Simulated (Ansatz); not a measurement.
**MoCl4O (SMILES O=[Mo](Cl)(Cl)(Cl)Cl): SVWN5/def2-SVP (core potential)**

Aim: the vertical ionisation energy of MoCl4O at SVWN5/def2-SVP (core potential), from 2 runs. 

The results are computed with Ansatz 0.2.0.

14 further runs of the same task are left out: 12 that didn't finish, 2 set aside as unsound or not needed. Runs told in other sessions of the task aren't counted.

## Step 1: The system as given

MoCl4O: 6 atoms, total charge 0, spin state singlet. As SMILES, `O=[Mo](Cl)(Cl)(Cl)Cl`. The shape is that of a PBE0-D4/def2-TZVP optimisation.

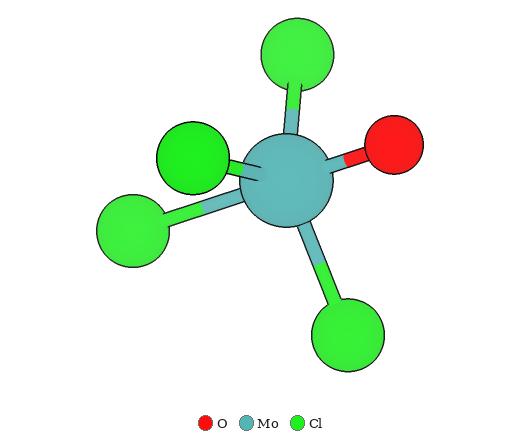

The structure, seen from a chosen angle (oxygen red, molybdenum teal, chlorine green).

## Step 2: A single-point energy at SVWN5/def2-SVP (core potential)

job.yaml reads:

```yaml
crystal:
  periodic: [false, false, false]
  atoms:
    - symbol: O
      position_ang: [-0.647300, -1.552840, 0.739910]
    - symbol: Mo
      position_ang: [-0.060260, -0.144860, 0.068810]
    - symbol: Cl
      position_ang: [2.064980, -0.754570, 0.382320]
    - symbol: Cl
      position_ang: [-1.047850, -0.541190, -1.894310]
    - symbol: Cl
      position_ang: [0.775250, 1.861870, -0.884910]
    - symbol: Cl
      position_ang: [-1.084830, 1.131590, 1.588170]
basis:
  gaussian:
    orbitals: def2-SVP
hamiltonian:
  xc: {name: SVWN5}
accuracy: high
output:
  orbitals: {seedname: orbitals}
```

Started as:

```bash
$ ansatz run job.yaml --threads 1 --pin off --max-ram 3480MiB --events-out events.jsonl --progress --plain --runs-dir runs
```

The program printed:

```text
Warning: RAYON_NUM_THREADS=1 ignored (pool sized by the plan → 1); use --threads N
Functional definition: SVWN5
  name "SVWN5"
  exchange = slater_x
  correlation = vwn5_c
2434 factors; integrals over basis functions are off by at most 5.9e-9 eV
mean field evaluation 1: about -53794.5711 eV, gradient 6.9e1 eV
mean field evaluation 2: about -53546.3162 eV, gradient 2.6e2 eV
mean field evaluation 4: about -53743.5656 eV, gradient 1.7e2 eV
mean field evaluation 8: about -53803.7191 eV, gradient 1.3e0 eV
mean field evaluation 16: about -53803.7188 eV, gradient 7.3e-4 eV
mean field -53803.71875723 eV, -1977.2501948577 hartree, gradient 4.1e-8 eV, S^2 0.000000; 0 other end points of the search recorded, 0 dependent functions left out
reference -53803.71876265 eV, -1977.2501950569 hartree; 45, 45 occupied and 72, 72 virtual orbitals, 2434 factors
Total energy: -53803.71876265 eV, -1977.2501950569 hartree
```

It took 11 s on 1 thread of Arm Neoverse V2, shared host; peak memory 0.36 GiB.

## Step 3: The doublet cation

run.yaml reads:

```yaml
crystal:
  periodic: [false, false, false]
  atoms:
    - {symbol: O, position_ang: [-0.647300, -1.552840, 0.739910]}
    - {symbol: Mo, position_ang: [-0.060260, -0.144860, 0.068810]}
    - {symbol: Cl, position_ang: [2.064980, -0.754570, 0.382320]}
    - {symbol: Cl, position_ang: [-1.047850, -0.541190, -1.894310]}
    - {symbol: Cl, position_ang: [0.775250, 1.861870, -0.884910]}
    - {symbol: Cl, position_ang: [-1.084830, 1.131590, 1.588170]}
basis:
  gaussian:
    orbitals: def2-SVP
total_charge: 1
magnetization:
  spin_polarized: true
  initial_magnetization: 1
hamiltonian:
  xc: {name: SVWN5}
accuracy: high
output: {orbitals: {seedname: orbitals}}
```

Started as:

```bash
$ ansatz run run.yaml --threads 1 --pin off --max-ram 3480MiB --events-out events.jsonl --progress --plain --runs-dir runs
```

The program printed, cut to the lines that bear on the results:

```text
Warning: RAYON_NUM_THREADS=1 ignored (pool sized by the plan → 1); use --threads N
[... 2 set-up lines as earlier in the session ...]
[...]
2434 factors; integrals over basis functions are off by at most 5.9e-9 eV
[...]
mean field -53793.18623377 eV, -1976.8631317597 hartree, gradient 8.2e-9 eV, S^2 0.752539; 20 other end points of the search recorded, 0 dependent functions left out
reference -53793.18623980 eV, -1976.8631319813 hartree; 45, 44 occupied and 72, 73 virtual orbitals, 2434 factors
Total energy: -53793.18623980 eV, -1976.8631319813 hartree
```

It took 78 s on 1 thread of Arm Neoverse V2, shared host; peak memory 0.46 GiB.

## Step 4: What came out

At SVWN5/def2-SVP (core potential):

```
                                          quantity           value
                      singlet MoCl4O: total energy  -1977.25020 Eh
                       singlet MoCl4O: HOMO energy        -7.57 eV
                       singlet MoCl4O: LUMO energy        -5.25 eV
                     singlet MoCl4O: HOMO–LUMO gap         2.33 eV
                      doublet cation: total energy  -1976.86313 Eh
doublet cation: HOMO energy (highest over α and β)       -13.28 eV
                              doublet cation: ⟨S²⟩           0.753
vertical ionisation energy (to the doublet cation)       10.533 eV
```

The vertical ionisation energy comes to 10.53 eV (243 kcal/mol). The negative HOMO energy of the first species, 7.57 eV, lies 2.96 eV below that difference.
